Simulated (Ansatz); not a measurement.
# CHF₅Si: one species, many methods

How much do the methods differ for CHF₅Si? The plan is to run it at one geometry with functionals of several rungs and with coupled cluster. The yardstick is the atomisation energy at the CCSD(T) limit.

Program: Ansatz 0.2.0, Gaussian basis. Level of theory: functionals in def2-TZVPP, the program's frozen cores in correlated methods. These are calculated values, not measurements.

Levels to be run: LDA (SPW92), PBE-D4, revPBE-D4, BLYP-D4, r2SCAN-D4, B97M-V, PBE0-D4, B3LYP-D4, r2SCANh-D4, r2SCAN0-D4, HSE06-D4, BHLYP-D4, CAM-B3LYP-D4, LC-ωPBE, ωB97X-V, ωB97M-V, B2PLYP, PBE-QIDH; CCSD(T)/def2-SVP; CCSD(T)/def2-TZVPP; MP2/def2-QZVPP; extrapolation to the limit; RPA on PBE.

### Step 1. Structure used throughout

The geometry comes from an earlier relaxation with PBE0-D4 in a triple-zeta def2 set; it is a stationary point, not always the lowest conformer.

SMILES `F[SiH](F)C(F)(F)F`, 8 atoms, charge 0, spin multiplicity 1.

Atoms are counted from 1 here; the program's logs count them from 0.

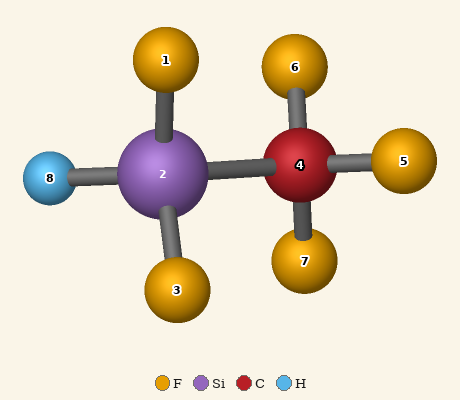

The structure; fluorine amber, silicon purple, carbon red, hydrogen blue; atoms are numbered from 1 in the order of the file.

Geometry (Å):

```xyz
8

F     1.21575   -0.54456    1.58704
Si    0.20291   -0.84691    0.41702
F     0.91474   -1.74904   -0.66263
C    -0.21920    0.82974   -0.42417
F     0.86241    1.45590   -0.90356
F    -0.81651    1.66335    0.44470
F    -1.06914    0.64937   -1.44968
H    -0.99885   -1.51495    0.93549
```

### Step 2. LDA

This LDA is Slater exchange with PW92 correlation.

The input, in.yaml:

```yaml
crystal:
  periodic: [false, false, false]
  atoms:
    - {symbol: F, position_ang: [1.215745, -0.544560, 1.587039]}
    - {symbol: Si, position_ang: [0.202909, -0.846907, 0.417017]}
    - {symbol: F, position_ang: [0.914743, -1.749043, -0.662632]}
    - {symbol: C, position_ang: [-0.219203, 0.829738, -0.424167]}
    - {symbol: F, position_ang: [0.862413, 1.455900, -0.903564]}
    - {symbol: F, position_ang: [-0.816515, 1.663350, 0.444698]}
    - {symbol: F, position_ang: [-1.069143, 0.649373, -1.449678]}
    - {symbol: H, position_ang: [-0.998849, -1.514949, 0.935486]}
basis:
  gaussian: {orbitals: def2-TZVPP}
hamiltonian: {xc: lda}
output: {orbitals: {seedname: orbitals}}
```

The run is started by

```console
ansatz run in.yaml --threads 4 --pin off --events-out ev --progress --plain --max-ram 10444MiB
```

Standard output:

```text
Functional definition: SPW92
  name "SPW92"
  cite "Dirac, Proc. Camb. Phil. Soc. 26, 376 (1930) doi:10.1017/S0305004100016108"
  cite "Slater, Phys. Rev. 81, 385 (1951) doi:10.1103/PhysRev.81.385"
  cite "Perdew & Wang, Phys. Rev. B 45, 13244 (1992) doi:10.1103/PhysRevB.45.13244"
  exchange = slater_x
  correlation = pw_c
1307 factors; their error is unknown
mean field evaluation 1: about -22395.3128 eV, gradient 5.4e1 eV
mean field evaluation 2: about -22385.3957 eV, gradient 1.0e2 eV
mean field evaluation 4: about -22399.1140 eV, gradient 3.5e0 eV
mean field evaluation 8: about -22399.1342 eV, gradient 1.2e-1 eV
mean field evaluation 16: about -22399.1070 eV, gradient 2.3e-4 eV
mean field -22399.10699884 eV, -823.1519995473 hartree, gradient 3.1e-5 eV, S^2 0.000000; 0 other end points of the search recorded, 0 dependent functions left out
reference -22399.10702702 eV, -823.1520005829 hartree; 33, 33 occupied and 209, 209 virtual orbitals, 1307 factors
Total energy: -22399.10702702 eV, -823.1520005829 hartree
```

Run time: 1.1 s. Hardware: 4 threads of Arm Neoverse V2, shared host.

Atomisation energy: 3896.1 kJ/mol (free atoms -22358.727 eV, run apart). HOMO -8.46 eV, LUMO -1.29 eV.

### Step 3. PBE-D4 (GGA)

in.yaml: that of step 2 with these lines changed.

```diff
@@ -13,3 +13,3 @@
   gaussian: {orbitals: def2-TZVPP}
-hamiltonian: {xc: lda}
-output: {orbitals: {seedname: orbitals}}
+hamiltonian: {xc: pbe, dispersion: d4}
+output: {forces: true, orbitals: {seedname: orbitals}}
```

The command is unchanged.

Standard output (excerpt; [...] marks lines left out):

```text
Functional definition: PBE
  name "PBE"
  cite "Perdew, Burke & Ernzerhof, Phys. Rev. Lett. 77, 3865 (1996) doi:10.1103/PhysRevLett.77.3865"
  parent pbe
[...]
1307 factors; their error is unknown
[...]
mean field -22507.60793409 eV, -827.1393353733 hartree, gradient 6.8e-5 eV, S^2 0.000000; 0 other end points of the search recorded, 0 dependent functions left out
[...]
reference -22507.60796483 eV, -827.1393365029 hartree; 33, 33 occupied and 209, 209 virtual orbitals, 1307 factors
Total energy: -22507.77763458 eV, -827.1455717514 hartree
Atom 0 at     1.215745    -0.544560     1.587039 Å, force     0.452760     0.126599     0.561733 eV/Å
Atom 1 at     0.202909    -0.846907     0.417017 Å, force    -0.526330     0.194033    -0.033437 eV/Å
Atom 2 at     0.914743    -1.749043    -0.662632 Å, force     0.311258    -0.439841    -0.496257 eV/Å
Atom 3 at    -0.219203     0.829738    -0.424167 Å, force     0.150579    -0.575828     0.288156 eV/Å
Atom 4 at     0.862413     1.455900    -0.903564 Å, force     0.797003     0.408577    -0.325003 eV/Å
Atom 5 at    -0.816515     1.663350     0.444698 Å, force    -0.419493     0.562057     0.650679 eV/Å
Atom 6 at    -1.069143     0.649373    -1.449678 Å, force    -0.602684    -0.173015    -0.722597 eV/Å
Atom 7 at    -0.998849    -1.514949     0.935486 Å, force    -0.163093    -0.102583     0.076725 eV/Å
Dipole moment:    -0.160290    -0.212895     0.135420 e Å
```

Run time: 2.1 s. Hardware: 4 threads of Arm Neoverse V2, shared host.

Atomisation energy: 3364.5 kJ/mol (free atoms -22472.907 eV, run apart). HOMO -8.27 eV, LUMO -0.92 eV.

### Step 4. revPBE-D4 (GGA)

in.yaml: that of step 3 with these lines changed.

```diff
@@ -13,3 +13,3 @@
   gaussian: {orbitals: def2-TZVPP}
-hamiltonian: {xc: pbe, dispersion: d4}
-output: {forces: true, orbitals: {seedname: orbitals}}
+hamiltonian: {xc: {name: revPBE}, dispersion: d4}
+output: {orbitals: {seedname: orbitals}}
```

Launched as before.

Standard output:

```text
Functional definition: revPBE
  name "revPBE"
  cite "Zhang & Yang, Phys. Rev. Lett. 80, 890 (1998) doi:10.1103/PhysRevLett.80.890"
  cite "Perdew, Burke & Ernzerhof, Phys. Rev. Lett. 77, 3865 (1996) doi:10.1103/PhysRevLett.77.3865"
  parameter kappa = 1.245
  parameter beta = 0.06672455060314922
  exchange = pbe_x(kappa = kappa, mu = beta*pi^2/3)
  correlation = pbe_c(beta = beta)
1307 factors; their error is unknown
mean field evaluation 1: about -22514.5551 eV, gradient 5.8e1 eV
mean field evaluation 2: about -22503.8656 eV, gradient 1.1e2 eV
mean field evaluation 4: about -22518.8277 eV, gradient 3.1e0 eV
mean field evaluation 8: about -22518.8150 eV, gradient 3.2e-1 eV
mean field evaluation 16: about -22518.8151 eV, gradient 4.1e-5 eV
mean field -22518.81513913 eV, -827.5511925620 hartree, gradient 4.1e-5 eV, S^2 0.000000; 0 other end points of the search recorded, 0 dependent functions left out
reference -22518.81517763 eV, -827.5511939768 hartree; 33, 33 occupied and 209, 209 virtual orbitals, 1307 factors
Total energy: -22519.35938727 eV, -827.5711933123 hartree
```

Run time: 1.8 s. Hardware: 4 threads of Arm Neoverse V2, shared host.

Atomisation energy: 3234.0 kJ/mol (free atoms -22485.841 eV, run apart). HOMO -8.18 eV, LUMO -0.76 eV.

### Step 5. BLYP-D4 (GGA)

in.yaml: that of step 4 with these lines changed.

```diff
@@ -13,3 +13,3 @@
   gaussian: {orbitals: def2-TZVPP}
-hamiltonian: {xc: {name: revPBE}, dispersion: d4}
+hamiltonian: {xc: {name: BLYP}, dispersion: d4}
 output: {orbitals: {seedname: orbitals}}
```

Launched as before.

Standard output:

```text
Functional definition: BLYP
  name "BLYP"
  cite "Becke, Phys. Rev. A 38, 3098 (1988) doi:10.1103/PhysRevA.38.3098"
  cite "Lee, Yang & Parr, Phys. Rev. B 37, 785 (1988) doi:10.1103/PhysRevB.37.785"
  parameter beta = 0.0042
  parameter a = 0.04918
  parameter b = 0.132
  parameter c = 0.2533
  parameter d = 0.349
  exchange = b88_x(beta = beta)
  correlation = lyp_c(a = a, b = b, c = c, d = d)
1307 factors; their error is unknown
mean field evaluation 1: about -22519.1352 eV, gradient 6.5e1 eV
mean field evaluation 2: about -22504.1840 eV, gradient 1.2e2 eV
mean field evaluation 4: about -22524.3765 eV, gradient 4.0e0 eV
mean field evaluation 8: about -22524.4012 eV, gradient 1.3e-1 eV
mean field evaluation 16: about -22524.3732 eV, gradient 2.6e-4 eV
mean field -22524.37319694 eV, -827.7554474191 hartree, gradient 4.5e-5 eV, S^2 0.000000; 0 other end points of the search recorded, 0 dependent functions left out
reference -22524.37348543 eV, -827.7554580207 hartree; 33, 33 occupied and 209, 209 virtual orbitals, 1307 factors
Total energy: -22524.75266587 eV, -827.7693926451 hartree
```

Wall time 1.9 s (4 threads of Arm Neoverse V2, shared host).

Atomisation energy: 3264.9 kJ/mol (free atoms -22490.914 eV, run apart). HOMO -8.24 eV, LUMO -0.82 eV.

### Step 6. r2SCAN-D4 (meta-GGA)

in.yaml: that of step 5 with these lines changed.

```diff
@@ -13,3 +13,3 @@
   gaussian: {orbitals: def2-TZVPP}
-hamiltonian: {xc: {name: BLYP}, dispersion: d4}
-output: {orbitals: {seedname: orbitals}}
+hamiltonian: {xc: r2scan, dispersion: d4}
+output: {forces: true, orbitals: {seedname: orbitals}}
```

Launched as before.

Standard output (excerpt; [...] marks lines left out):

```text
Functional definition: r2SCAN
  name "r2SCAN"
  cite "Furness, Kaplan, Ning, Perdew & Sun, J. Phys. Chem. Lett. 11, 8208 (2020) doi:10.1021/acs.jpclett.0c02405"
  cite "Furness, Kaplan, Ning, Perdew & Sun, J. Phys. Chem. Lett. 11, 9248 (2020) doi:10.1021/acs.jpclett.0c03077"
  parent r2scan
[...]
1307 factors; their error is unknown
[...]
mean field -22519.02742396 eV, -827.5589938856 hartree, gradient 1.1e-5 eV, S^2 0.000000; 0 other end points of the search recorded, 0 dependent functions left out
[...]
reference -22519.02743212 eV, -827.5589941853 hartree; 33, 33 occupied and 209, 209 virtual orbitals, 1307 factors
Total energy: -22519.06849498 eV, -827.5605032175 hartree
Atom 0 at     1.215745    -0.544560     1.587039 Å, force     0.046868     0.020703     0.053091 eV/Å
Atom 1 at     0.202909    -0.846907     0.417017 Å, force    -0.094948     0.037330    -0.007257 eV/Å
Atom 2 at     0.914743    -1.749043    -0.662632 Å, force     0.032468    -0.037118    -0.054925 eV/Å
Atom 3 at    -0.219203     0.829738    -0.424167 Å, force     0.121359    -0.490758     0.246519 eV/Å
Atom 4 at     0.862413     1.455900    -0.903564 Å, force     0.343980     0.207973    -0.157213 eV/Å
Atom 5 at    -0.816515     1.663350     0.444698 Å, force    -0.191662     0.288216     0.271824 eV/Å
Atom 6 at    -1.069143     0.649373    -1.449678 Å, force    -0.273616    -0.040548    -0.342331 eV/Å
Atom 7 at    -0.998849    -1.514949     0.935486 Å, force     0.015551     0.014202    -0.009707 eV/Å
Dipole moment:    -0.162936    -0.230420     0.145157 e Å
```

It took 4.4 s on 4 threads of Arm Neoverse V2, shared host.

Atomisation energy: 3277.2 kJ/mol (free atoms -22485.103 eV, run apart). HOMO -8.66 eV, LUMO -0.53 eV.

### Step 7. B97M-V (meta-GGA)

in.yaml: that of step 6 with these lines changed.

```diff
@@ -13,3 +13,3 @@
   gaussian: {orbitals: def2-TZVPP}
-hamiltonian: {xc: r2scan, dispersion: d4}
-output: {forces: true, orbitals: {seedname: orbitals}}
+hamiltonian: {xc: {name: B97M-V}}
+output: {orbitals: {seedname: orbitals}}
```

The command is unchanged.

Standard output (excerpt; [...] marks lines left out):

```text
Functional definition: B97M-V
  name "B97M-V"
  cite "Mardirossian & Head-Gordon, J. Chem. Phys. 142, 074111 (2015) doi:10.1063/1.4907719"
  cite "Becke, J. Chem. Phys. 107, 8554 (1997) doi:10.1063/1.475007"
  cite "Vydrov & Van Voorhis, J. Chem. Phys. 133, 244103 (2010) doi:10.1063/1.3521275"
  # Of w^i u^j: cxij and so on, Table III.
[...]
  gx(w, u) = cx00 + cx01*u + cx02*u^2 + (cx10 + cx11*u)*w
  gss(w, u) = css00 + css02*u^2 + css10*w + (css32*w^3 + css42*w^4)*u^2
  gos(w, u) = cos00 + cos01*u + cos03*u^3 + cos10*w + cos32*w^3*u^2
[...]
      + integral(e_c_pw_mod_opposite_spin*gos(b97_w_opposite, b97_u_opposite)) + vv10(b, c)
1307 factors; their error is unknown
[...]
mean field -22518.73704567 eV, -827.5483226800 hartree, gradient 4.6e-5 eV, S^2 0.000000; 0 other end points of the search recorded, 0 dependent functions left out
reference -22518.73709015 eV, -827.5483243147 hartree; 33, 33 occupied and 209, 209 virtual orbitals, 1307 factors
Total energy: -22518.73709015 eV, -827.5483243147 hartree
```

Run time: 7 s. Hardware: 4 threads of Arm Neoverse V2, shared host.

Atomisation energy: 3250.8 kJ/mol (free atoms -22485.045 eV, run apart). HOMO -8.76 eV, LUMO -0.70 eV.

### Step 8. PBE0-D4 (hybrid)

in.yaml: that of step 7 with these lines changed.

```diff
@@ -13,3 +13,3 @@
   gaussian: {orbitals: def2-TZVPP}
-hamiltonian: {xc: {name: B97M-V}}
+hamiltonian: {xc: pbe0, dispersion: d4}
 output: {orbitals: {seedname: orbitals}}
```

Its log isn't repeated here (it stands with the study of this molecule's fields); it ends on a total energy of -22508.425299 eV.

With the free atoms at this level, -22474.884 eV in sum, the atomisation energy is 3236.2 kJ/mol. HOMO -9.93 eV, LUMO -0.01 eV.

### Step 9. B3LYP-D4 (hybrid)

B3LYP here takes the VWN-RPA correlation.

in.yaml: that of step 8 with these lines changed.

```diff
@@ -13,3 +13,3 @@
   gaussian: {orbitals: def2-TZVPP}
-hamiltonian: {xc: pbe0, dispersion: d4}
-output: {orbitals: {seedname: orbitals}}
+hamiltonian: {xc: {name: B3LYP}, dispersion: d4}
+output: {forces: true, orbitals: {seedname: orbitals}}
```

The command is unchanged.

Standard output (excerpt; [...] marks lines left out):

```text
Functional definition: B3LYP
  name "B3LYP"
  cite "Stephens, Devlin, Chabalowski & Frisch, J. Phys. Chem. 98, 11623 (1994) doi:10.1021/j100096a001"
  cite "Becke, Phys. Rev. A 38, 3098 (1988) doi:10.1103/PhysRevA.38.3098"
  cite "Lee, Yang & Parr, Phys. Rev. B 37, 785 (1988) doi:10.1103/PhysRevB.37.785"
  cite "Vosko, Wilk & Nusair, Can. J. Phys. 58, 1200 (1980) doi:10.1139/p80-159"
[...]
1310 factors; their error is unknown
[...]
mean field -22526.17979363 eV, -827.8218386229 hartree, gradient 6.3e-5 eV, S^2 0.000000; 0 other end points of the search recorded, 0 dependent functions left out
[...]
reference -22526.18000317 eV, -827.8218463234 hartree; 33, 33 occupied and 209, 209 virtual orbitals, 1310 factors
Total energy: -22526.45355454 eV, -827.8318991508 hartree
Atom 0 at     1.215745    -0.544560     1.587039 Å, force     0.132045     0.042324     0.158729 eV/Å
Atom 1 at     0.202909    -0.846907     0.417017 Å, force    -0.273446    -0.037590     0.056740 eV/Å
Atom 2 at     0.914743    -1.749043    -0.662632 Å, force     0.091266    -0.121059    -0.146459 eV/Å
Atom 3 at    -0.219203     0.829738    -0.424167 Å, force     0.101060    -0.362420     0.180532 eV/Å
Atom 4 at     0.862413     1.455900    -0.903564 Å, force     0.370767     0.208010    -0.160809 eV/Å
Atom 5 at    -0.816515     1.663350     0.444698 Å, force    -0.205108     0.285794     0.300340 eV/Å
Atom 6 at    -1.069143     0.649373    -1.449678 Å, force    -0.292265    -0.063834    -0.352809 eV/Å
Atom 7 at    -0.998849    -1.514949     0.935486 Å, force     0.075680     0.048776    -0.036264 eV/Å
Dipole moment:    -0.174228    -0.247118     0.155607 e Å
```

Run time: 4.2 s. Hardware: 4 threads of Arm Neoverse V2, shared host; peak memory 0.67 GiB.

With the free atoms at this level, -22493.053 eV in sum, the atomisation energy is 3222.7 kJ/mol. HOMO -9.74 eV, LUMO -0.27 eV.

### Step 10. r2SCANh-D4 (hybrid)

in.yaml: that of step 9 with these lines changed.

```diff
@@ -13,3 +13,3 @@
   gaussian: {orbitals: def2-TZVPP}
-hamiltonian: {xc: {name: B3LYP}, dispersion: d4}
-output: {forces: true, orbitals: {seedname: orbitals}}
+hamiltonian: {xc: {name: r2SCANh}, dispersion: d4}
+output: {orbitals: {seedname: orbitals}}
```

The command is unchanged.

Standard output (excerpt; [...] marks lines left out):

```text
Functional definition: r2SCANh
  name "r2SCANh"
  cite "Bursch, Neugebauer, Ehlert & Grimme, J. Chem. Phys. 156, 134105 (2022) doi:10.1063/5.0086040"
  cite "Furness, Kaplan, Ning, Perdew & Sun, J. Phys. Chem. Lett. 11, 8208 (2020) doi:10.1021/acs.jpclett.0c02405"
  cite "Furness, Kaplan, Ning, Perdew & Sun, J. Phys. Chem. Lett. 11, 9248 (2020) doi:10.1021/acs.jpclett.0c03077"
  parent r2scan
[...]
1307 factors; their error is unknown
[...]
mean field -22518.16273156 eV, -827.5272170258 hartree, gradient 3.2e-5 eV, S^2 0.000000; 0 other end points of the search recorded, 0 dependent functions left out
reference -22518.16273892 eV, -827.5272172965 hartree; 33, 33 occupied and 209, 209 virtual orbitals, 1307 factors
Total energy: -22518.20604267 eV, -827.5288086798 hartree
```

Wall time 4.7 s (4 threads of Arm Neoverse V2, shared host); peak memory 0.65 GiB.

Atomisation energy: 3230.5 kJ/mol (free atoms -22484.724 eV, run apart). HOMO -9.28 eV, LUMO -0.22 eV.

### Step 11. r2SCAN0-D4 (hybrid)

in.yaml: that of step 10 with these lines changed.

```diff
@@ -13,3 +13,3 @@
   gaussian: {orbitals: def2-TZVPP}
-hamiltonian: {xc: {name: r2SCANh}, dispersion: d4}
+hamiltonian: {xc: {name: r2SCAN0}, dispersion: d4}
 output: {orbitals: {seedname: orbitals}}
```

Launched as before.

Standard output (excerpt; [...] marks lines left out):

```text
Functional definition: r2SCAN0
  name "r2SCAN0"
  cite "Bursch, Neugebauer, Ehlert & Grimme, J. Chem. Phys. 156, 134105 (2022) doi:10.1063/5.0086040"
  cite "Furness, Kaplan, Ning, Perdew & Sun, J. Phys. Chem. Lett. 11, 8208 (2020) doi:10.1021/acs.jpclett.0c02405"
  cite "Furness, Kaplan, Ning, Perdew & Sun, J. Phys. Chem. Lett. 11, 9248 (2020) doi:10.1021/acs.jpclett.0c03077"
  parent r2scan
[...]
1310 factors; their error is unknown
[...]
mean field -22516.92020084 eV, -827.4815548641 hartree, gradient 2.8e-5 eV, S^2 0.000000; 0 other end points of the search recorded, 0 dependent functions left out
reference -22516.92020708 eV, -827.4815550934 hartree; 33, 33 occupied and 209, 209 virtual orbitals, 1310 factors
Total energy: -22516.96800895 eV, -827.4833117797 hartree
```

Run time: 5.5 s. Hardware: 4 threads of Arm Neoverse V2, shared host; peak memory 0.64 GiB.

With the free atoms at this level, -22484.179 eV in sum, the atomisation energy is 3163.6 kJ/mol. HOMO -10.20 eV, LUMO 0.24 eV.

### Step 12. HSE06-D4 (hybrid)

HSE06 is the plane-wave form, built on full-range PBE exchange.

in.yaml: that of step 11 with these lines changed.

```diff
@@ -13,3 +13,3 @@
   gaussian: {orbitals: def2-TZVPP}
-hamiltonian: {xc: {name: r2SCAN0}, dispersion: d4}
+hamiltonian: {xc: hse06, dispersion: d4}
 output: {orbitals: {seedname: orbitals}}
```

Same command.

Standard output (excerpt; [...] marks lines left out):

```text
Functional definition: HSE06
  name "HSE06"
  cite "Heyd, Scuseria & Ernzerhof, J. Chem. Phys. 118, 8207 (2003) doi:10.1063/1.1564060"
  cite "Krukau, Vydrov, Izmaylov & Scuseria, J. Chem. Phys. 125, 224106 (2006) doi:10.1063/1.2404663"
  cite "Heyd & Scuseria, J. Chem. Phys. 120, 7274 (2004) doi:10.1063/1.1668634"
  cite "Ernzerhof & Perdew, J. Chem. Phys. 109, 3313 (1998) doi:10.1063/1.476928"
  cite "Perdew, Burke & Ernzerhof, Phys. Rev. Lett. 77, 3865 (1996) doi:10.1103/PhysRevLett.77.3865"
  parent pbe
[...]
  # The whole range is PBE's own exchange, as in plane waves. The composition of these papers is wPBEh.
[...]
1310 factors; their error is unknown
89 factors; integrals over basis functions are off by at most 2.8e-7 eV
[...]
mean field -22507.52656178 eV, -827.1363449959 hartree, gradient 2.5e-5 eV, S^2 0.000000; 0 other end points of the search recorded, 0 dependent functions left out
reference -22507.52659091 eV, -827.1363460666 hartree; 33, 33 occupied and 209, 209 virtual orbitals, 1310 factors
Total energy: -22507.65810855 eV, -827.1411792506 hartree
```

Run time: 3.1 s. Hardware: 4 threads of Arm Neoverse V2, shared host; peak memory 0.65 GiB.

Atomisation energy: 3239.6 kJ/mol (free atoms -22474.082 eV, run apart). HOMO -9.52 eV, LUMO -0.39 eV.

### Step 13. BHLYP-D4 (hybrid)

in.yaml: that of step 12 with these lines changed.

```diff
@@ -13,3 +13,3 @@
   gaussian: {orbitals: def2-TZVPP}
-hamiltonian: {xc: hse06, dispersion: d4}
+hamiltonian: {xc: {name: BHLYP}, dispersion: d4}
 output: {orbitals: {seedname: orbitals}}
```

Same command.

Standard output:

```text
Functional definition: BHLYP
  name "BHLYP"
  cite "Becke, J. Chem. Phys. 98, 1372 (1993) doi:10.1063/1.464304"
  cite "Becke, Phys. Rev. A 38, 3098 (1988) doi:10.1103/PhysRevA.38.3098"
  cite "Lee, Yang & Parr, Phys. Rev. B 37, 785 (1988) doi:10.1103/PhysRevB.37.785"
  parameter a = 0.5
  exchange = (1 - a)*b88_x + a*exact_x
  correlation = lyp_c
1465 factors; their error is unknown
mean field evaluation 1: about -22515.9724 eV, gradient 5.5e1 eV
mean field evaluation 2: about -22514.6651 eV, gradient 6.5e1 eV
mean field evaluation 4: about -22520.1142 eV, gradient 1.1e0 eV
mean field evaluation 8: about -22520.2809 eV, gradient 6.5e-2 eV
mean field -22520.28089244 eV, -827.6050580025 hartree, gradient 5.1e-5 eV, S^2 0.000000; 0 other end points of the search recorded, 0 dependent functions left out
reference -22520.28103179 eV, -827.6050631235 hartree; 33, 33 occupied and 209, 209 virtual orbitals, 1465 factors
Total energy: -22520.48116526 eV, -827.6124178929 hartree
```

Wall time 2.9 s (4 threads of Arm Neoverse V2, shared host); peak memory 0.65 GiB.

With the free atoms at this level, -22488.758 eV in sum, the atomisation energy is 3060.8 kJ/mol. HOMO -11.60 eV, LUMO 0.85 eV.

### Step 14. CAM-B3LYP-D4 (range-separated)

in.yaml: that of step 13 with these lines changed.

```diff
@@ -13,3 +13,3 @@
   gaussian: {orbitals: def2-TZVPP}
-hamiltonian: {xc: {name: BHLYP}, dispersion: d4}
+hamiltonian: {xc: {name: CAM-B3LYP}, dispersion: d4}
 output: {orbitals: {seedname: orbitals}}
```

The command is unchanged.

Standard output (excerpt; [...] marks lines left out):

```text
Functional definition: CAM-B3LYP
  name "CAM-B3LYP"
  cite "Yanai, Tew & Handy, Chem. Phys. Lett. 393, 51 (2004) doi:10.1016/j.cplett.2004.06.011"
  cite "Iikura, Tsuneda, Yanai & Hirao, J. Chem. Phys. 115, 3540 (2001) doi:10.1063/1.1383587"
  cite "Becke, Phys. Rev. A 38, 3098 (1988) doi:10.1103/PhysRevA.38.3098"
  cite "Lee, Yang & Parr, Phys. Rev. B 37, 785 (1988) doi:10.1103/PhysRevB.37.785"
  cite "Vosko, Wilk & Nusair, Can. J. Phys. 58, 1200 (1980) doi:10.1139/p80-159"
[...]
  # Exact exchange under (alpha + beta erf(omega r))/r, Becke's under what is left of 1/r.
[...]
1310 factors; their error is unknown
258 factors; integrals over basis functions are off by at most 8.9e-6 eV
[...]
mean field -22522.59800873 eV, -827.6902104556 hartree, gradient 1.7e-5 eV, S^2 0.000000; 0 other end points of the search recorded, 0 dependent functions left out
reference -22522.59811072 eV, -827.6902142035 hartree; 33, 33 occupied and 209, 209 virtual orbitals, 1310 factors
Total energy: -22522.74075523 eV, -827.6954562925 hartree
```

Wall time 3.3 s (4 threads of Arm Neoverse V2, shared host); peak memory 0.69 GiB.

With the free atoms at this level, -22488.768 eV in sum, the atomisation energy is 3277.9 kJ/mol. HOMO -11.46 eV, LUMO 0.98 eV.

[end of part 1 of 2]
